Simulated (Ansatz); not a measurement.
All values below come from PBE (plane waves to 420 eV, PAW; Ansatz, an electronic-structure program).

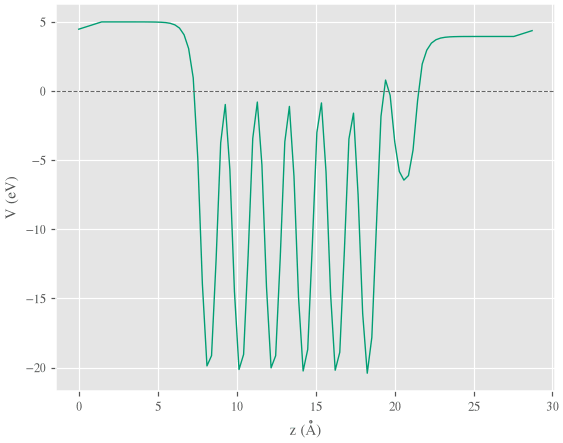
Figure: Electrostatic potential energy of an electron, averaged over planes parallel to the surface, in eV from the Fermi level, for a constructed model of the (0001) surface of hcp Co, ferromagnetic, (√3x√3)R30° layer of Pb, one a cell, on the site that continues the host's stacking (bottom of the slab: a bare face, its two planes held)

Set-up: 19 atoms, 12.5 Å thick at the start with caps and adatoms (thin: gaps and levels are the slab's own); mesh 10x10x1; 0.1 eV smearing; dipole correction on; 6 atoms held, the rest relaxed; symmetry of the start imposed; spin-polarised, ending with about 29.1 μB a cell; orders that need a larger cell were not tried, no spin-orbit, no U. It is one candidate, not shown to be the stable structure of the face.

### Question
The surface cell has an area of 16.15 Å². What dipole along the normal does the step between the two vacuum levels imply?

### Answer
the top vacuum level lies 1.05 eV below the bottom one; p = −ε₀ A ΔV (ε₀ = 0.005526 e/(V·Å)) gives 0.09 e·Å a cell.
